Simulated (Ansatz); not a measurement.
Start from SiC (space group P6_3mc, No. 186; a = 3.078 Å, c = 10.076 Å). Axes: x lies along a and z along c of the hexagonal cell.

Now apply this change: biaxial strain −1.54 %, plane normal [001], relaxed out of plane (Cartesian); in-plane vectors clamped, the third vector and the atoms free.

The values are results of r2SCAN, PAW, 500 eV (Ansatz, a first-principles code; spin-orbit coupling left out), not measurements.

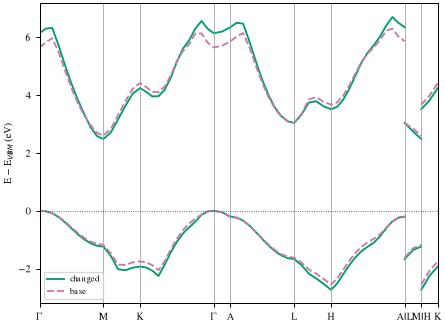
Highest valence and lowest conduction band along the path, each from its own valence-band maximum

Task: Read the changed gap and its character from the plot.

Result: About 2.5 eV, indirect, Γ → M.

Whether these cells are dynamically stable was not tested.
